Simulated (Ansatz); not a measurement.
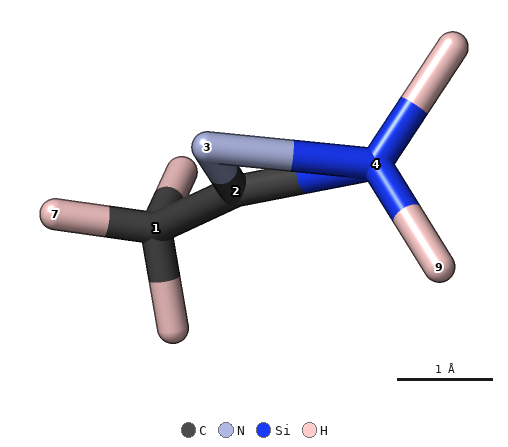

*The input geometry (stick view, seen at a tilt; atoms are numbered from 1 in the order of the input).*

# Single-point calculation, with input and output: C2H5NSi

C2H5NSi, SMILES CC1=N[SiH2]1, computed with RKS PBE-D4/def2-TZVPP (Ansatz 0.2.0).

The geometry comes from this level: PBE0-D4/def2-TZVP. Figures and captions count atoms from 1; the log counts them from 0 in places.

**Input file**
```yaml
crystal:
  periodic: [false, false, false]
  atoms:
    - {symbol: C, position_ang: [0.002145, 1.129003, -1.000503]}
    - {symbol: C, position_ang: [0.210479, 0.036856, -0.027876]}
    - {symbol: N, position_ang: [1.274647, -0.462545, 0.467955]}
    - {symbol: Si, position_ang: [-0.182298, -1.281036, 1.111180]}
    - {symbol: H, position_ang: [-0.538716, 0.751304, -1.871577]}
    - {symbol: H, position_ang: [-0.617393, 1.910486, -0.554103]}
    - {symbol: H, position_ang: [0.959767, 1.550443, -1.314513]}
    - {symbol: H, position_ang: [-0.461018, -2.658883, 0.656300]}
    - {symbol: H, position_ang: [-0.559211, -1.022029, 2.516137]}
basis:
  gaussian: {orbitals: def2-TZVPP}
hamiltonian: {xc: pbe, dispersion: d4}
output: {forces: true, orbitals: {seedname: orbitals}}
```

Run as:
```bash
ansatz run in.yaml --threads 2 --pin off --events-out ev --progress --plain --max-ram 4352MiB
```

**Output**
```
Functional definition: PBE
  name "PBE"
  cite "Perdew, Burke & Ernzerhof, Phys. Rev. Lett. 77, 3865 (1996) doi:10.1103/PhysRevLett.77.3865"
  parent pbe
  parameter kappa = 0.804
  parameter beta = 0.06672455060314922
  exchange = pbe_x(kappa = kappa, mu = beta*pi^2/3)
  correlation = pbe_c(beta = beta)
1098 factors; their error is unknown
mean field evaluation 1: about -11501.3041 eV, gradient 7.5e1 eV
mean field evaluation 2: about -11435.6104 eV, gradient 1.6e2 eV
mean field evaluation 4: about -11512.6429 eV, gradient 3.1e1 eV
mean field evaluation 8: about -11514.6250 eV, gradient 2.1e-1 eV
mean field evaluation 16: about -11514.5936 eV, gradient 3.7e-4 eV
mean field -11514.59360790 eV, -423.1535102185 hartree, gradient 2.4e-5 eV, S^2 0.000000; 0 other end points of the search recorded, 0 dependent functions left out
the calculation of the forces begins
reference -11514.59365096 eV, -423.1535118008 hartree; 19, 19 occupied and 186, 186 virtual orbitals, 1098 factors
Total energy: -11514.75964813 eV, -423.1596120842 hartree
Atom 0 at     0.002145     1.129003    -1.000503 Å, force     0.004724    -0.037441     0.033338 eV/Å
Atom 1 at     0.210479     0.036856    -0.027876 Å, force    -0.442465     0.370041    -0.349559 eV/Å
Atom 2 at     1.274647    -0.462545     0.467955 Å, force     0.965256    -0.084667     0.126295 eV/Å
Atom 3 at    -0.182298    -1.281036     1.111180 Å, force    -0.429719    -0.334337     0.271317 eV/Å
Atom 4 at    -0.538716     0.751304    -1.871577 Å, force    -0.121261    -0.058265    -0.177262 eV/Å
Atom 5 at    -0.617393     1.910486    -0.554103 Å, force    -0.135742     0.161174     0.072125 eV/Å
Atom 6 at     0.959767     1.550443    -1.314513 Å, force     0.195007     0.094872    -0.072329 eV/Å
Atom 7 at    -0.461018    -2.658883     0.656300 Å, force    -0.011930    -0.152620    -0.062070 eV/Å
Atom 8 at    -0.559211    -1.022029     2.516137 Å, force    -0.023871     0.041243     0.158145 eV/Å
Dipole moment:    -0.378079     0.134022    -0.138307 e Å
```

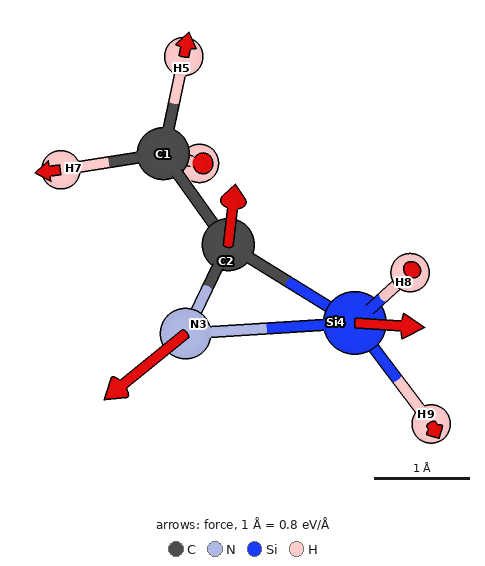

*Forces on the atoms as red arrows (ball-and-stick view, seen at a tilt; atoms are numbered from 1 in the order of the input); the smallest are left out.*

The largest act on N3 (0.98 eV/Å); C2 (0.67 eV/Å); Si4 (0.61 eV/Å). The geometry is not a stationary point of this energy.

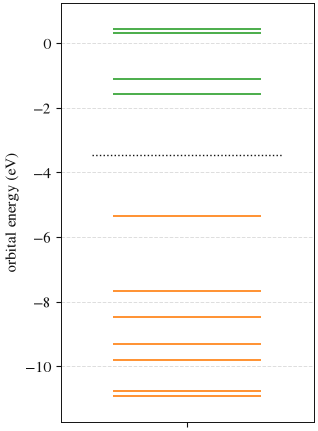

*Orbital energies near the frontier; the dotted line parts filled from empty levels, and levels within 0.02 eV of each other stand side by side.*

Highest filled −5.36 eV, lowest empty −1.56 eV, 3.80 eV apart.

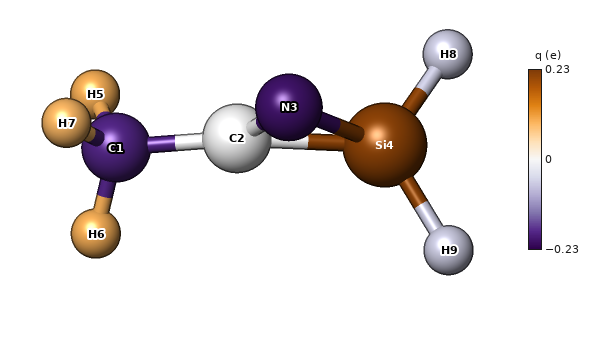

*Mulliken charges, as the colour of each atom (ball-and-stick view, seen at a tilt; atoms are numbered from 1 in the order of the input).*

By element: C −0.18 to 0.00, N −0.21, Si +0.22 and H −0.06 to +0.10 e.

**Key numbers**

- outcome: converged
- total energy: −11514.7596 eV
- mean-field energy: −11514.5937 eV
- dispersion energy: −0.1660 eV
- SCF solution under orbital rotations: stable
- HOMO: −5.36 eV
- LUMO: −1.56 eV
- largest force (length of the vector): 0.977 eV/Å
- dipole moment: 2.04 D
- hardware: 2 threads of Arm Neoverse V1, 23 GiB of memory available, shared host
- wall time: 3 s (CPU time 5.6 s)
- peak memory: 0.22 GiB
